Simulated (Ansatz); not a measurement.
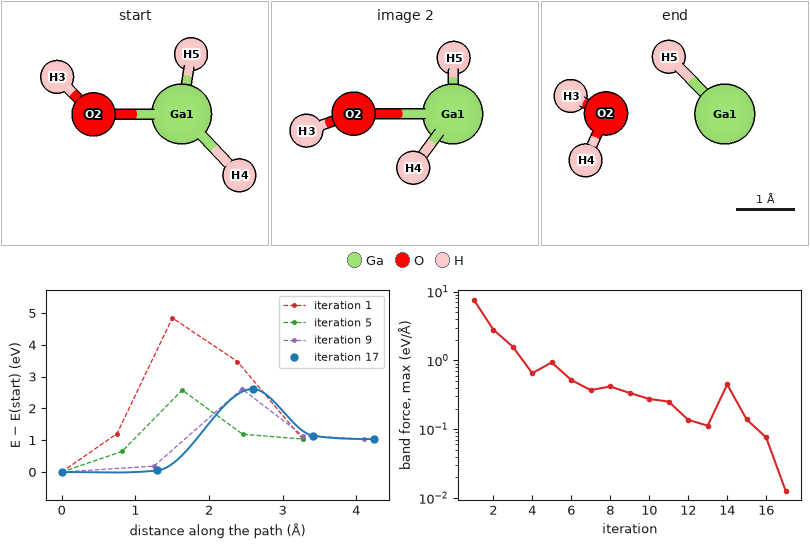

A nudged-elastic-band calculation for GaH$_{3}$O. Images are numbered from 0 (start) to 4 (end). The plot follows the band through its iterations. The picture is a ball-and-stick view, seen from a free direction.

Theory: RKS PBE0/def2-mTZVP (Ansatz). Run with 3 movable images; climbing image; force threshold 0.05 eV/Å; iteration limit 60; starting path through a guess of the saddle point.

Q: Judge this run.

A: The run is converged, with reservations. The band converged in 17 iterations. The largest component of the band force went from 7.7 to 0.013 eV/Å. The climbing image converged on the top of the path. Its curvatures weren't checked. So few images resolve the path coarsely. The first iteration put the highest image at 4.85 eV. The energy climbs by 2.61 eV to image 2 and then falls by 1.58 eV, so the end point sits at +1.04 eV.

Cost: 110 s on 1 thread of Arm Neoverse V1, on a shared host, peak memory 0.12 GiB.
